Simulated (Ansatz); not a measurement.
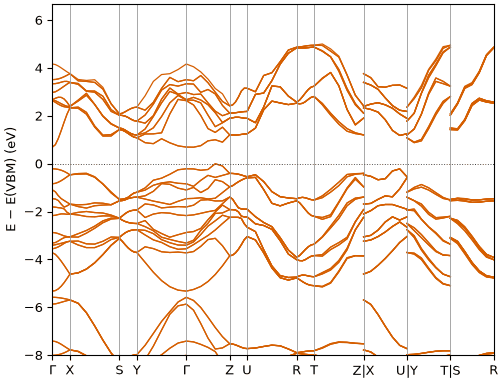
Figure. Band structure from the program Ansatz at the PBE+D3(BJ) with spin–orbit coupling level (PAW)

Q: Read off the gap and where the band edges lie.

A: About 0.7 eV (0.69 eV by a search for the band edges); maximum on the Γ–Z line, 69 % of the way from Γ, minimum on the Γ–Z line, 15 % of the way from Γ.

The material is GeSe in space group Pnma (No. 62; Ge on 4c, Se on 4c).

Symmetry was held in the PBE+D3(BJ) relaxation.

Potentials: the earlier of the program's two PAW sets.
